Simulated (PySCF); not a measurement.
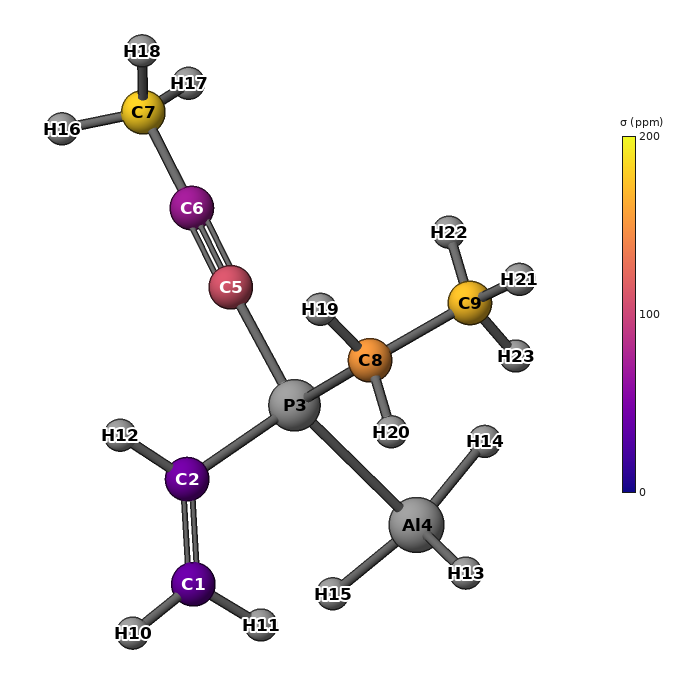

Atoms are coloured by their isotropic NMR shieldings (C only, the others grey). The computed structure is the end point of a GFN2-xTB optimisation. No frequency run is at hand to confirm it as a minimum. Properties computed with GIAO PBE0/pcSseg-1 NMR shielding, non-relativistic, gas phase (PySCF 2.14.0).

List the isotropic NMR shieldings of the C atoms.

```json
{"atom": "C1", "σ (ppm)": "40.9"}
{"atom": "C2", "σ (ppm)": "45.7"}
{"atom": "C5", "σ (ppm)": "110.6"}
{"atom": "C6", "σ (ppm)": "71.1"}
{"atom": "C7", "σ (ppm)": "180.8"}
{"atom": "C8", "σ (ppm)": "152.5"}
{"atom": "C9", "σ (ppm)": "173.9"}
```

The geometry is semi-empirical. Around Al, P such bond lengths and angles can be off by a tenth of an ångström or more and by several degrees, and values that hang on the shape move with them.
